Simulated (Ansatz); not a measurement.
**CH4AlFSSi: ladder of methods at one geometry, by script**

How do the methods compare on CH4AlFSSi, in result and in cost? A script is to give a ladder of methods at one geometry; the system is CH4AlFSSi.

Program: the Python package of Ansatz 0.2.0. The levels of theory stand in the script. These are calculated values, not measurements.

### 1 The structure

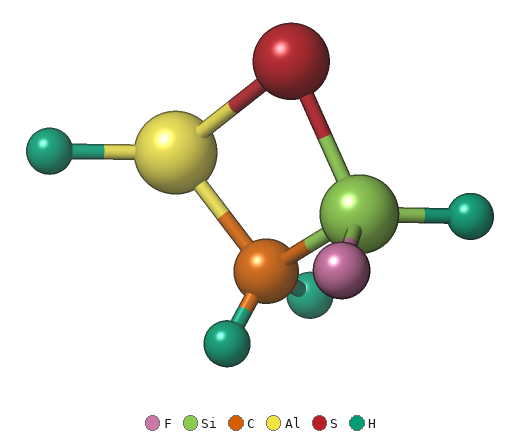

The structure that the script starts from, seen from a chosen angle (fluorine pink, silicon green, carbon orange, aluminium yellow, sulfur red, hydrogen teal).

Input file ch4alfssi.xyz:

```xyz
9

F    -0.50840    0.54630    2.30350
Si   -0.02150    0.99630    0.74600
C     0.73300   -0.45160   -0.09950
Al   -0.61630   -0.80410   -1.42230
S    -1.65110    1.10430   -0.63210
H     0.82850    2.21690    0.72200
H     0.93840   -1.29450    0.62370
H     1.75170   -0.14670   -0.59160
H    -1.36580   -2.21320   -1.66690
```

### 2 The code

File methods_ch4alfssi.py:

```python
# -*- coding: utf-8 -*-
'''CH4AlFSSi at several levels of theory.'''

from pathlib import Path

import ansatz
import numpy as np

params = {
    'basis_set': 'cc-pVDZ',
}

molecule = ansatz.Crystal.molecule_from_extxyz('ch4alfssi.xyz')

base = molecule.calculation().basis(gaussian=params['basis_set'])

print('functional    E (Ha)        dipole (D)   HOMO (eV)  LUMO (eV)')
for name in ['hf', 'cam_b3lyp', 'revpbe', 'lda']:
    data = base.functional(name).forces().orbitals().run(threads=1, runs_dir='runs').report
    lines = Path(data['orbitals_path']).read_text().splitlines()
    field_of = lambda key: [line.split('=')[1].strip() for line in lines if line.startswith(key)]
    orbitals = [(27.211386 * float(e), s, float(n)) for e, s, n in zip(field_of('Ene='), field_of('Spin='), field_of('Occup='))]
    homo = max(e for e, _, n in orbitals if n > 0.5)
    lumo = min(e for e, _, n in orbitals if n < 0.5)
    dipole = 4.803205 * np.linalg.norm(data['charge_distribution']['dipole_moment_e_ang'])
    print(f'{name:10s} {data["free_energy_ev"] / 27.211386246:14.6f} {dipole:9.3f} {homo:11.3f} {lumo:10.3f}')
```

### 3 The calls as engine input

The engine receives this input (first run):

```yaml
crystal:
  periodic: [false, false, false]
  atoms:
    - { symbol: F, position_ang: [-0.5084, 0.5463, 2.3035] }
    - { symbol: Si, position_ang: [-0.0215, 0.9963, 0.746] }
    - { symbol: C, position_ang: [0.733, -0.4516, -0.0995] }
    - { symbol: Al, position_ang: [-0.6163, -0.8041, -1.4223] }
    - { symbol: S, position_ang: [-1.6511, 1.1043, -0.6321] }
    - { symbol: H, position_ang: [0.8285, 2.2169, 0.722] }
    - { symbol: H, position_ang: [0.9384, -1.2945, 0.6237] }
    - { symbol: H, position_ang: [1.7517, -0.1467, -0.5916] }
    - { symbol: H, position_ang: [-1.3658, -2.2132, -1.6669] }
basis:
  gaussian:
    orbitals: cc-pVDZ
hamiltonian:
  xc: hf
output:
  orbitals: {}
  forces: true
```

### 4 The run

Command:

```bash
> python methods_ch4alfssi.py
```

The program printed:

```text
functional    E (Ha)        dipole (D)   HOMO (eV)  LUMO (eV)
hf           -1068.120249     4.879      -9.959      0.083
cam_b3lyp    -1070.532113     4.196      -8.548     -1.653
revpbe       -1070.333812     3.758      -6.182     -3.253
lda          -1065.962500     3.770      -6.306     -3.483
```

It took 17 s on 1 thread of Arm Neoverse V1, shared host; peak memory 0.33 GiB.

### 5 Inputs of later runs

The engine's inputs for the other runs:

Run 2, against run 1:

```diff
@@ -17 +17 @@
-  xc: hf
+  xc: cam_b3lyp
```

Run 3, against run 1:

```diff
@@ -17 +17 @@
-  xc: hf
+  xc: revpbe
```

Run 4, against run 1:

```diff
@@ -17 +17 @@
-  xc: hf
+  xc: lda
```

### 6 What each run gave

From the records of these 4 runs:

| run | functional | energy (eV) | SCF cycles | CPU time (s) |
| --- | --- | --- | --- | --- |
| 1 | hf | -29065.0327 | 13 | 2.5 |
| 2 | cam_b3lyp | -29130.6628 | 19 | 6.9 |
| 3 | revpbe | -29125.2668 | 18 | 4.1 |
| 4 | lda | -29006.3173 | 18 | 2.6 |

Totals under unlike functionals or potentials can't be compared directly.

The fields below are those of run 1.

### 7 Orbitals and fields

Orbitals, density, ELF and potential are computed afterwards from the orbital file.

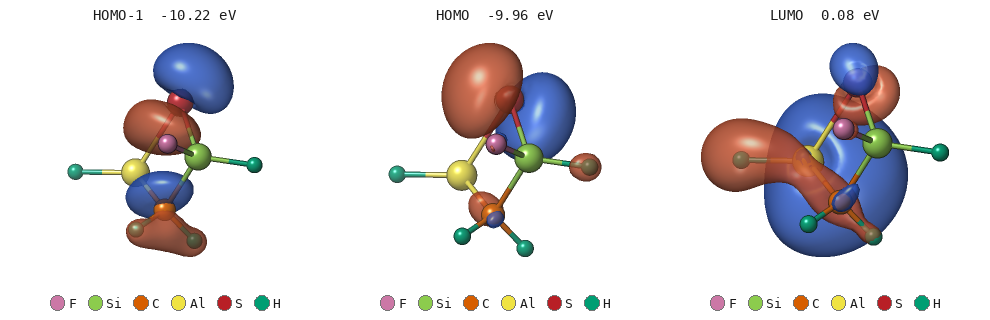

Frontier orbitals at Hartree-Fock/cc-pVDZ; each surface holds 70 % of the orbital's density, blue and red mark the sign.

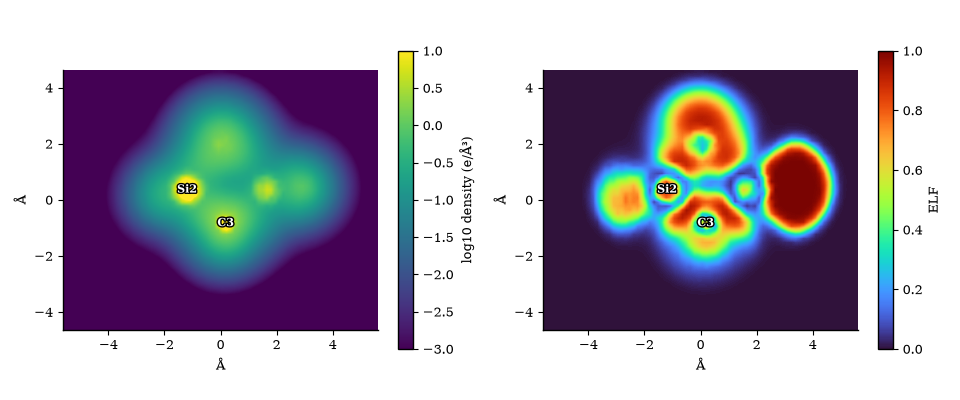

Density (left) and ELF (right) in a plane through or near 2 of the atoms.

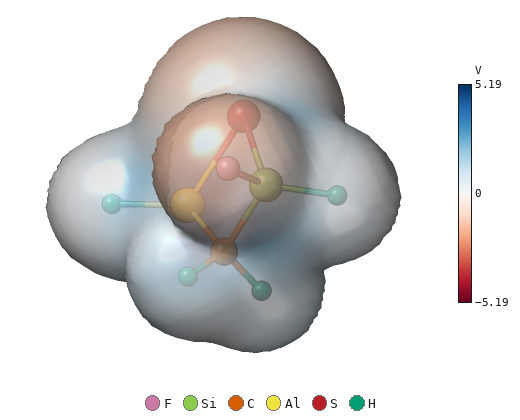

The potential that a unit positive charge feels on the 0.002 e/bohr³ surface, from -1.58 V near F1 to 5.19 V near Al4.

### 8 Results

```
                                              quantity     value
                                         runs compared         4
HOMO-LUMO gap of the mean field (Hartree-Fock/cc-pVDZ)  10.04 eV
```

What this shows: All 4 runs converged, in 13 to 19 cycles. The geometry is a force-field or estimated start, not a minimum of this method, and the basis set is short of its limit. A lower total doesn't mark the better method: functionals have no common bound, and MP2 and coupled cluster aren't variational. Levels such as HOMO and LUMO are orbital energies: with these approximate functionals they aren't the ionisation energy and electron affinity, and their gap isn't the fundamental gap. For Al to Cl the sets with a tight d function, cc-pV(X+d)Z, are usual.
